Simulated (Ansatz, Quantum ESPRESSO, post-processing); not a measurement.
# Ba(110), 5 layers: vacuum level and surface dipole, part 2 of 2

Aim: the work function of each face of Ba(110), 5 layers, and how it moves with functional, pseudopotentials and boundary condition.

Quantum ESPRESSO 7.5; plane-wave DFT, PBE, GBRV ultrasoft pseudopotentials; cross-check by Ansatz 0.2.0 with PAW datasets.

So far. Step 10 (Potential by pp.x): The upper face goes from 2.407 eV (PBE, GBRV) to 2.445 eV, a change of +0.038 eV. Step 12 (Electrostatic potential): The upper face goes from 2.407 eV (PBE, GBRV) to 2.567 eV, a change of +0.161 eV.

### Step 14. Electrostatic potential

Contents of gbrv-pw91.pot.in:

```
&inputpp
  prefix = 'gbrv-pw91'
  outdir = './out'
  filplot = 'gbrv-pw91.pot.dat'
  plot_num = 11
/
```

Launch:

```
$ OMP_NUM_THREADS=1 mpirun -n 4 pp.x -in gbrv-pw91.pot.in > gbrv-pw91.pot.out
```

Elapsed: 1.7 s, on 4 MPI ranks of Arm Neoverse N1, shared host; peak memory 0.28 GiB; 6.6 s of CPU time.

Read from the output:

| Quantity | Value |
| --- | --- |
| work function of the upper face | 2.414 eV |
| slope of the potential above | 0.005149 eV/Å |
| upper vacuum line continued to the top atoms, over the Fermi level | 2.386 eV |
| work function of the lower face | 2.414 eV |
| slope of the potential below | -0.003334 eV/Å |
| lower vacuum line continued to the bottom atoms, over the Fermi level | 2.396 eV |

The upper face goes from 2.407 eV (PBE, GBRV) to 2.414 eV, a change of +0.007 eV.

### Step 15. The same in Ansatz

As a check, the same structure is run in Ansatz.

Level of this step: plane-wave DFT, PBE, Ansatz PAW (Ansatz 0.2.0).

Contents of input.yaml:

```yaml
crystal:
  lattice:
    - [3.5496760416, -2.51, 0.0]
    - [3.5496760416, 2.51, 0.0]
    - [0.0, 0.0, 30.1987041662]
  atoms:
    - { symbol: Ba, position: [0.0, 0.0, 0.2655041377] }
    - { symbol: Ba, position: [0.5, 0.5, 0.3817872955] }
    - { symbol: Ba, position: [0.0, 0.0, 0.5] }
    - { symbol: Ba, position: [0.5, 0.5, 0.6182127045] }
    - { symbol: Ba, position: [0.0, 0.0, 0.7344958623] }
kpoints:
  mp_grid: { grid: [8, 8, 1] }
hamiltonian:
  xc: pbe
scf:
  occupations: { method: fermi_dirac, width: 0.1 }
  convergence: { dr2_threshold: 1.0e-08 }
efield:
  axis: 3
  dipole_correction: true
  ramp_position: 0.97
  ramp_width: 0.04
output:
  write_potential: true
  write_density: true
  volumetric_format: npy
```

Launch:

```
$ ansatz run input.yaml --threads 4 --pin off --max-ram 8192MiB --backend cpu --events-out ev --progress --plain --runs-dir out
```

Run time: 27 s. Hardware: 4 threads; peak memory 1 GiB.

Numbers from this step:

```
free energy                     : -29747.1165 eV
energy at zero smearing         : -29746.9954 eV
smearing term TS                : 0.2422 eV
Fermi energy                    : 2.513 eV
symmetry operations             : 4
work function of the upper face : 2.435 eV
work function of the lower face : 2.435 eV
dipole along the normal         : 3.74e-5 e·Å
```

The potential energy (planar mean) oscillates, so the rows of the table below give means over windows of 3.5 Å about each position, cut where the curve ends. Its maxima inside the range that stand out by 2 % of the span (Å: eV): 9.8: 1.42, 13.3: 1.45, 16.9: 1.45, 20.4: 1.42. Its minima: 8.0: -8.43, 11.5: -8.22, 15.1: -8.31, 18.7: -8.22, 22.2: -8.43.

Electrostatic potential energy of an electron, with the sawtooth; zero at the Fermi level. Table of potential energy by z; means over each step:

```csv
z (Å),planar mean (eV),running mean (eV)
1.75,2.43,2.43
5.25,1.73,0.928
8.75,-3.09,-3.04
12.25,-2.92,-2.89
15.75,-2.96,-2.91
19.25,-2.96,-2.94
22.75,-3.10,-2.26
26.25,2.35,2.17
29.75,2.43,2.43
```

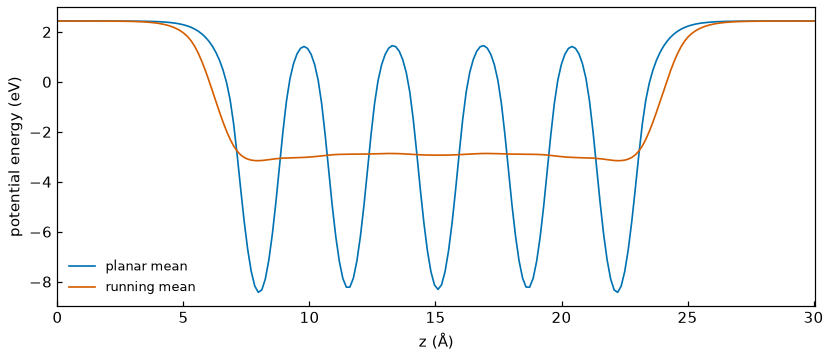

Potential energy against z.

The valence density oscillates, so the rows of the table below give means over windows of 3.57 Å about each position, cut where the curve ends. Its maxima inside the range that stand out by 2 % of the span (Å: e/Å³): 8.0: 0.294, 11.5: 0.291, 15.1: 0.291, 18.7: 0.291, 22.2: 0.294. Its minima: 9.8: 0.0424, 13.3: 0.0399, 16.9: 0.0399, 20.4: 0.0424.

Mean over planes. The valence density by z; means over each step:

```csv
z (Å),valence density (e/Å³)
1.78,3.4e-5
5.35,0.0165
8.92,0.161
12.49,0.157
16.06,0.157
19.63,0.160
23.20,0.134
26.77,5.7e-4
```

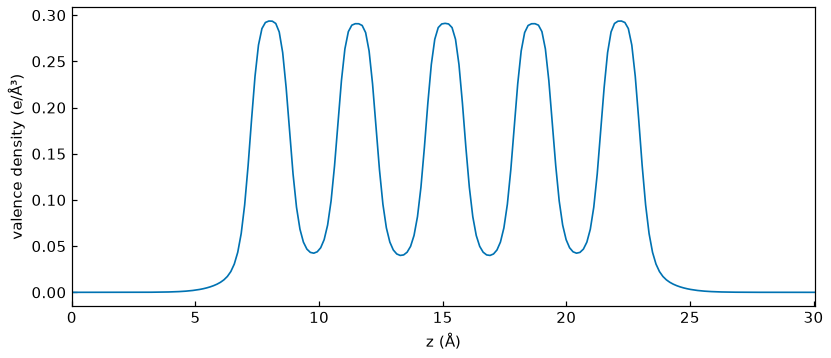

Valence density, plotted against z.

Ansatz gives 2.435 eV against 2.407 eV.

### Step 16. All levels side by side

All levels:

```csv
level,upper face (eV),lower face (eV),dipole (e Å),CPU time (s)
"QE PBE GBRV, periodic",2.406,2.407,-,863
"QE PBE GBRV, ESM bc1",2.407,2.407,-,2472
"QE PBEsol GBRV ultrasoft, periodic",2.445,2.445,-,901
"QE LDA PseudoDojo norm-conserving, periodic",2.567,2.568,-,486.2
"QE PW91 GBRV ultrasoft, periodic",2.414,2.414,-,938
"Ansatz PBE PAW, sawtooth",2.435,2.435,3.74e-5,104.9
```

The times are CPU seconds on a shared host; the codes use unlike cutoffs, datasets and smearings, so their times compare unlike work.

### Step 17. Ground state, with conv_thr = 1e-06

A sensitivity test on the input.

Level of this step: plane-wave DFT, PBE, GBRV ultrasoft pseudopotentials (Quantum ESPRESSO 7.5).

Contents of esm.w0.in:

```
&control
  prefix = 'esm.w0'
  outdir = './out'
  pseudo_dir = './pseudo'
  calculation = 'scf'
  tprnfor = .true.
/
&system
  ibrav = 0
  nat = 5
  ntyp = 1
  ecutwfc = 40
  ecutrho = 200
  occupations = 'smearing'
  smearing = 'mv'
  degauss = 0.02
  assume_isolated = 'esm'
  esm_bc = 'bc1'
/
&electrons
  conv_thr = 1e-06
  mixing_beta = 0.4
  electron_maxstep = 120
  mixing_mode = 'local-TF'
/
ATOMIC_SPECIES
  Ba  137.3270  ba_pbe_v1.uspp.F.UPF
CELL_PARAMETERS angstrom
  3.54967604155647 -2.51000000000000 0.00000000000000
  3.54967604155647 2.51000000000000 0.00000000000000
  0.00000000000000 0.00000000000000 30.19870416622587
ATOMIC_POSITIONS crystal
  Ba  0.000000000000 0.000000000000 -0.234495862300
  Ba  0.500000000000 0.500000000000 -0.118212704500
  Ba  0.000000000000 0.000000000000 0.000000000000
  Ba  0.500000000000 0.500000000000 0.118212704500
  Ba  0.000000000000 0.000000000000 0.234495862300
K_POINTS automatic
  8 8 1 0 0 0
```

Launch:

```
$ OMP_NUM_THREADS=1 mpirun -n 4 pw.x -nk 4 -in esm.w0.in > esm.w0.out
```

Elapsed: 9.5 min, on 4 MPI ranks; peak memory 1.7 GiB; 38 min of CPU time.

Beside the run it was changed from:

```csv
quantity,this run,unchanged run,difference
"vacuum line at the upper end of the cell, over the Fermi level (eV)",2.406,2.407,-0.0012
"vacuum line at the lower end of the cell, over the Fermi level (eV)",2.406,2.407,-0.0012
free energy (eV),-4780.236,-4780.236,3.4e-5
wall time (s),571,618,
SCF iterations,42,45,
```

The free energy moves by +0.0069 meV an atom.

Levels move by up to 1 meV, which is small.

### Step 18. Self-consistent run, with ATOMIC_POSITIONS = about z = c/2

One more run, with a changed input.

Contents of esm.bad.in:

```
&control
  prefix = 'esm.bad'
  outdir = './out'
  pseudo_dir = './pseudo'
  calculation = 'scf'
  tprnfor = .true.
/
&system
  ibrav = 0
  nat = 5
  ntyp = 1
  ecutwfc = 40
  ecutrho = 200
  occupations = 'smearing'
  smearing = 'mv'
  degauss = 0.02
  assume_isolated = 'esm'
  esm_bc = 'bc1'
/
&electrons
  conv_thr = 1e-07
  mixing_beta = 0.4
  electron_maxstep = 50
  mixing_mode = 'local-TF'
/
ATOMIC_SPECIES
  Ba  137.3270  ba_pbe_v1.uspp.F.UPF
CELL_PARAMETERS angstrom
  3.54967604155647 -2.51000000000000 0.00000000000000
  3.54967604155647 2.51000000000000 0.00000000000000
  0.00000000000000 0.00000000000000 30.19870416622587
ATOMIC_POSITIONS crystal
  Ba  0.000000000000 0.000000000000 0.265504137700
  Ba  0.500000000000 0.500000000000 0.381787295500
  Ba  0.000000000000 0.000000000000 0.500000000000
  Ba  0.500000000000 0.500000000000 0.618212704500
  Ba  0.000000000000 0.000000000000 0.734495862300
K_POINTS automatic
  8 8 1 0 0 0
```

Launch:

```
$ OMP_NUM_THREADS=1 mpirun -n 4 pw.x -nk 4 -in esm.bad.in > esm.bad.out
```

Wall time 0.71 s (4 MPI ranks); peak memory 0.14 GiB.

The program refused the input before any cycle.

The program's message: “Error in routine esm_check (3): incorrect atomic position for ESM”

The change that led to it: ATOMIC_POSITIONS = "about z = c/2".

The message: “esm_check (3): incorrect atomic position for ESM”. ESM wants the slab about z = 0 inside the cell and no k-points along the normal.

### Step 19. The arithmetic

In the first self-consistent run, on its own zero, the Fermi level is 2.554 eV and the upper vacuum level 4.961 eV: φ = 4.961 − (2.554) = 2.407 eV.

### Step 20. Results

| Quantity | Value |
| --- | --- |
| work function of the upper face, PBE, GBRV | 2.41 eV |
| work function of the lower face, PBE, GBRV | 2.41 eV |
| upper face by ESM | 2.41 eV |
| upper face by Ansatz | 2.43 eV |

What this shows: At the first level (PBE, GBRV ultrasoft) the work function comes to 2.41 eV on both faces. ESM differs from the periodic treatment by +1 meV on the upper face and +0 meV on the lower. Over the levels tried the upper face spans 2.41 eV (QE PBE GBRV, periodic) to 2.57 eV (QE LDA PseudoDojo norm-conserving, periodic). Quantum ESPRESSO and Ansatz give 2.41 and 2.43 eV for the upper face, which agree. Ansatz ran with Fermi-Dirac smearing of 0.1 eV against cold smearing of 0.02 Ry, which alone can move a level by some tens of meV. With 8×8 points and so few layers the values hold to some 0.05 to 0.1 eV. The slab is cut at a tabulated measured bulk lattice constant, given to two decimals.

Comparison with the measured values:

```
                                                                     quantity  measured      QE PBE GBRV  QE PBE GBRV, ESM bc1   QE PBEsol GBRV  QE LDA PseudoDojo     QE PW91 GBRV   Ansatz PBE PAW
work function, loosely compared (polycrystalline sample, no single face) (eV)      2.53  2.41 (-0.12 eV)       2.41 (-0.12 eV)  2.44 (-0.09 eV)    2.57 (+0.04 eV)  2.41 (-0.12 eV)  2.43 (-0.10 eV)
```

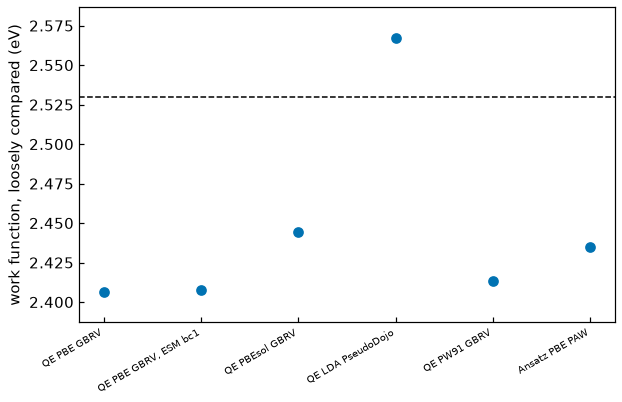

The work function, loosely compared by level; the dashed line is the measured value.

Measured values from arxiv:1902.07811 (2019).

Verdict: For the work function, set beside that of the polycrystal,, of the levels listed nearest comes QE LDA PseudoDojo (+0.04 eV) and farthest QE PBE GBRV (-0.12 eV). A polycrystal averages over faces, so this is a loose comparison.

[Logs are printed without paths, hosts, clocks, repeated set-up lines and the standing remarks that a program may print on its own settings, such as how far it seeks lower states.]

[Hosts, paths, dates, database ids (printed as entryN), source tags and the programs' standing remarks are cut or masked in the printed files.]

[Maps of the electrostatic potential energy from Ansatz leave out the sawtooth potential of an applied field or a dipole correction, so their vacuum need not be flat; planar profiles and work functions include it.]
